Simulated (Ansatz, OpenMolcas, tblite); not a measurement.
**CH7NSn (SMILES C[NH][SnH3]): methods side by side**

CH7NSn has 10 atoms, charge 0, and is taken as a singlet. As SMILES, `C[NH][SnH3]`. Geometry: relaxed at PBE0-D4/def2-TZVP.

Quantity: the HOMO–LUMO gap, in eV. The values are calculated.

| level | kind | program | value (eV) | CPU time |
| --- | --- | --- | --- | --- |
| GFN1-xTB | semi-empirical | tblite | 5.34 | under 2 s |
| HF/def2-SVP (core potential) | Hartree–Fock | Ansatz | 13.02 | 2.7 s |
| SVWN5/def2-SVP (core potential) | LDA | OpenMolcas | 4.32 | 31 s |
| PBE/def2-SVP (core potential) | GGA | OpenMolcas | 4.47 | 46 s |
| M06-L/def2-SVP (core potential) | meta-GGA | OpenMolcas | 5.35 | 59 s |
| TPSS/def2-SVP (core potential) | meta-GGA | OpenMolcas | 4.79 | 64 s |
| BHLYP/def2-SVP (core potential) | global hybrid | Ansatz | 8.77 | 8.6 s |
| CAM-B3LYP/def2-SVP (core potential) | range-separated hybrid | Ansatz | 8.98 | 8.7 s |
| wB97M-V/def2-SVP (core potential) | range-separated hybrid | Ansatz | 10.68 | 73 s |
| B2PLYP/def2-SVP (core potential) | double hybrid | Ansatz | 9.01 | 11 s |

The values span 4.32 to 13.02 eV. Orbital gaps aren't excitation energies, and those of double hybrids come from the SCF part alone; they tend to grow with the share of exact exchange. CPU times are rough (shared hosts, several kinds of processor and program).

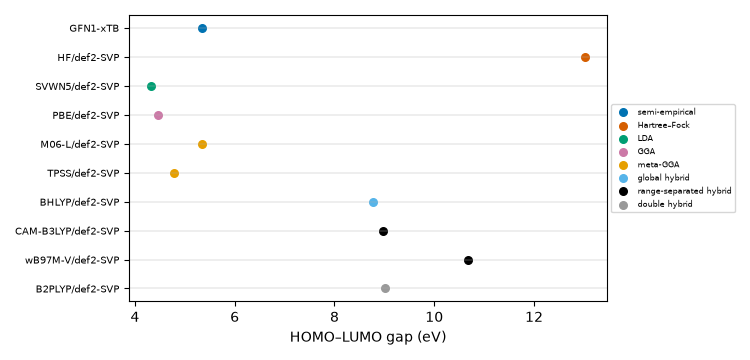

The values of the table, level by level.
